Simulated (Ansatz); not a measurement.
C$_{6}$H$_{16}$Cl$_{2}$N$_{2}$Zr

```xyz
27

C    -0.6768   -2.1576   -0.2667
C    -1.9536   -1.5790    0.3107
C    -1.9854   -1.7157    1.8270
N    -2.1250   -0.1908   -0.0906
Zr   -1.1948    1.3303   -1.0133
Cl   -1.5415    3.2607    0.3318
Cl   -2.1295    1.5694   -3.1778
N     0.7236    0.8190   -1.2954
C     1.8865    0.7356   -0.4259
C     1.4972    1.1138    0.9922
C     3.0233    1.6075   -0.9365
H     0.2002   -1.6374    0.1259
H    -0.6619   -2.0719   -1.3553
H    -0.5908   -3.2142   -0.0050
H    -2.7941   -2.1581   -0.0991
H    -2.9113   -1.3075    2.2401
H    -1.1493   -1.1722    2.2753
H    -1.9165   -2.7647    2.1265
H    -3.0384    0.1350    0.2272
H     0.9678    0.5814   -2.2534
H     2.2357   -0.3083   -0.4140
H     0.6770    0.4893    1.3609
H     2.3413    0.9846    1.6719
H     1.1816    2.1598    1.0432
H     2.7214    2.6579   -0.9417
H     3.3053    1.3296   -1.9553
H     3.9080    1.5036   -0.3030
```

Geometry: PBE0-D4/def2-TZVP; core potentials replace the inner electrons of Zr.

Method: Ansatz 0.2.0, RKS PBE0-D4/def2-TZVPP.

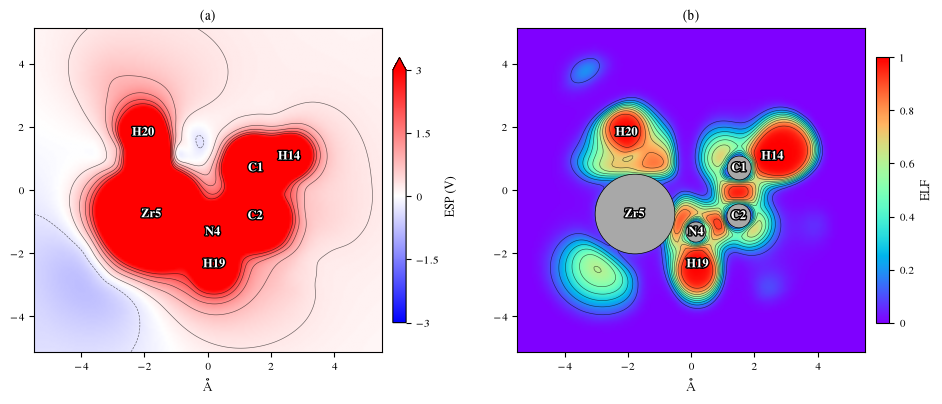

Figure 1. (a) molecular electrostatic potential; (b) electron localisation function on the plane of atoms C2, C1 and H14. Grey discs cover the atomic cores in the ELF map.

What does the map show?

Answer. The section cuts through C, N, Zr and H sites.
C–N (1.46 Å): the ELF peaks at about 0.90 between the atoms; a shared electron pair.
C–C (1.52 Å): the ELF peaks at about 0.95 between the atoms; a covalent bond.
Zr–N (2.01 Å): the ELF peaks at about 0.85 in the valence shell of N, 0.6 Å from its nucleus, and drops to about 0.30 between the two atoms.
N–H (1.02 Å): the ELF climbs to about 1 towards the hydrogen, as it does in any bond to H: a covalent bond by its length.
C–H (1.09 Å): the ELF climbs to about 1 towards the hydrogen; a covalent bond by its length.
Outside the dense part of the molecule the potential is most negative (−0.8 V) near Cl6, which lies off the plane.

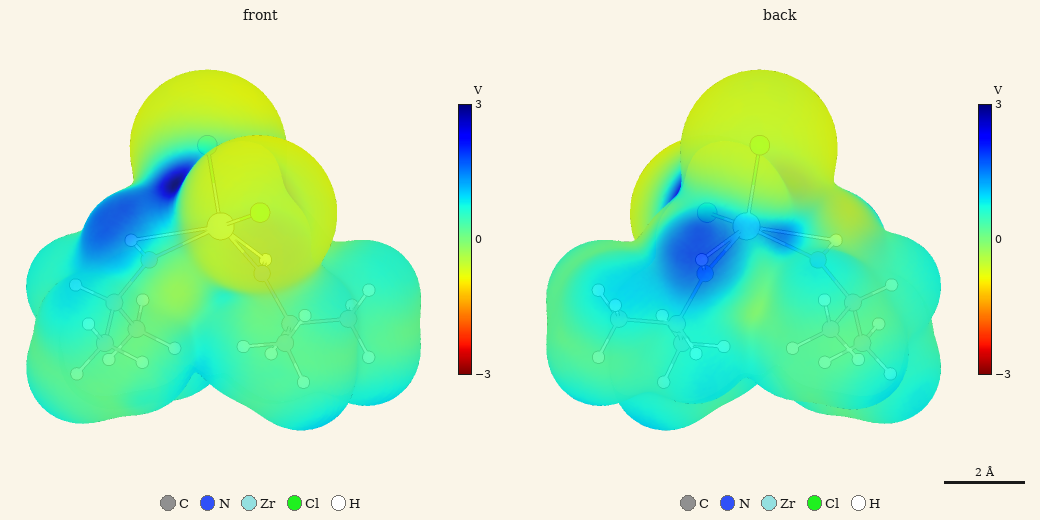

Figure 2. The electrostatic potential painted on the density surface at 0.002 e/bohr³, seen from the front and from behind; red is negative and blue positive.

Which sites attract a positive test charge, and which a negative one?

Answer. A positive charge is drawn to the negative regions and a negative charge to the positive ones. The most negative region (about −0.8 V) lies over Cl6 and Cl7, the most positive (about +2.2 V) over Zr5.

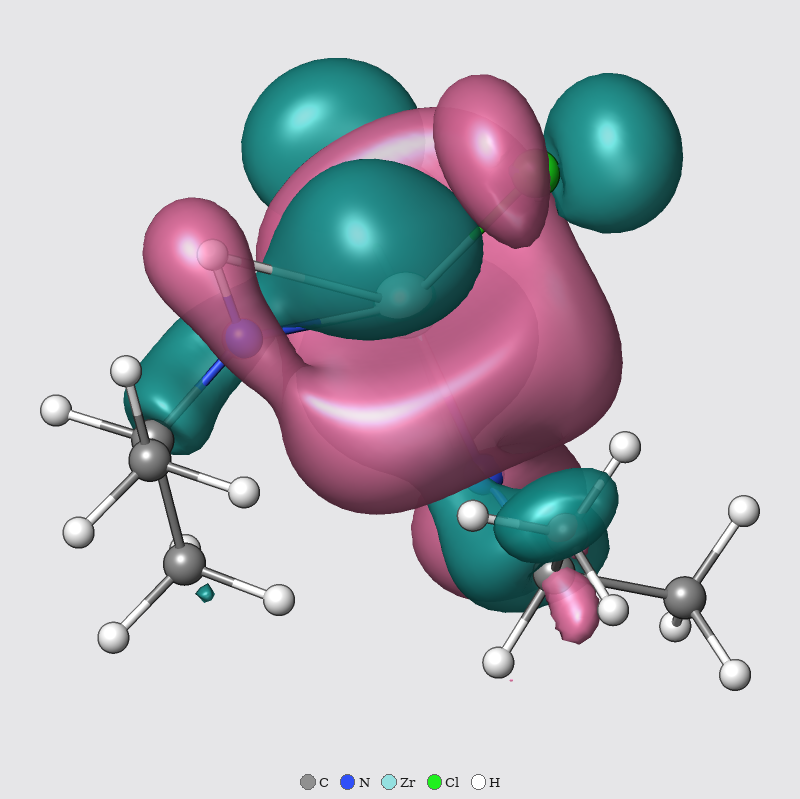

Figure 3. One frontier orbital at ±0.05 Å⁻³ᐟ² (teal and pink are the two phases), seen at a tilt.

Which orbital is it: HOMO or LUMO?

Answer. The LUMO, at −1.26 eV. Its weight (Hirshfeld) is mainly on Zr5 (about 65 %), Cl7 (about 10 %), N8 (about 5 %) and Cl6 (about 5 %).
